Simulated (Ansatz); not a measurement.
## AlNi (CsCl type), map of one atom of the cell

Starting cell, AlNi (CsCl type):

```xyz
2
Lattice="2.8927 0.0000 0.0000 0.0000 2.8927 0.0000 0.0000 0.0000 2.8927" Properties=species:S:1:pos:R:3 pbc="T T T"
Al     0.0000     0.0000     0.0000
Ni     1.4463     1.4463     1.4463
```

Two-dimensional scan of atom 1 (Al, nearest neighbour Ni at 2.505 Å; its periodic images, 2.9 Å or more away, move with it): u runs along (1.000, 0.000, 0.000), v along (0.000, 0.000, 1.000) (Cartesian). Cell and other atoms are fixed.

The numbers are results of PBE (plane waves to 420 eV, PAW, scalar-relativistic; Ansatz, a first-principles code), not measurements. k mesh 13×13×13 (Γ-centred), Fermi-Dirac smearing 0.05 eV. Energies are smeared free energies. With partly filled bands, energies and forces of such displacements shift with the k mesh and the smearing. Fu and Fv are the components of the force on the atom. AlNi is run without spin polarisation. AlNi was relaxed with its symmetry unable to fall. The PAW data are Ansatz's earlier set. ΔE is measured from the undisplaced structure. Axes are in Å.

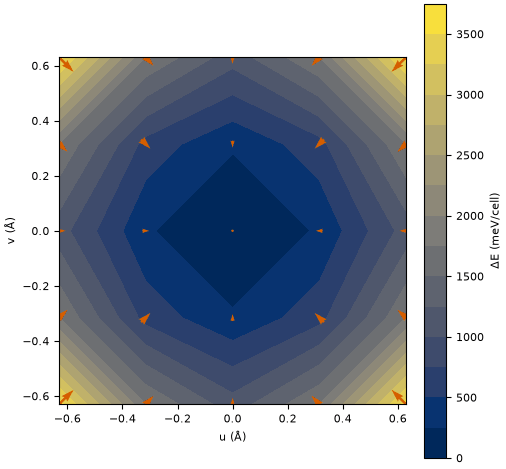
ΔE (meV/cell) over the plane, with arrows for the in-plane force on the moved atom.

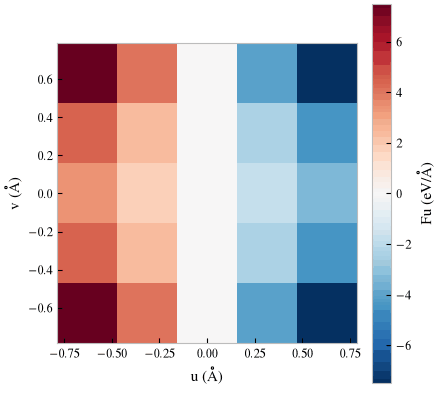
Fig. 1. Fu (eV/Å) over the 5×5 grid of computed points.

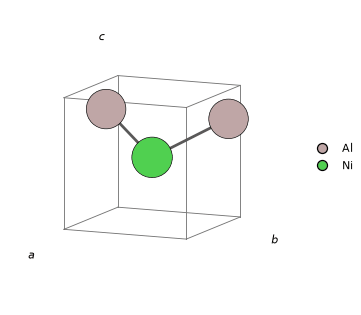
The cell of the calculation at u = 0.630 Å, v = -0.630 Å.

Principal force constants in the plane (five-point differences of the forces): 5.8 eV/Å², isotropic. Lowest place on the grid: u = 0.000 Å, v = 0.000 Å (0 meV/cell). Highest place on the grid, met at several equal points: u = -0.630 Å, v = -0.630 Å; u = 0.630 Å, v = -0.630 Å; u = -0.630 Å, v = 0.630 Å; u = 0.630 Å, v = 0.630 Å (3598 meV/cell). Centre of the map: a minimum.

(A displaced cell: forces are minus the slopes of the energy, force constants its curvatures, and phonons follow from these.)
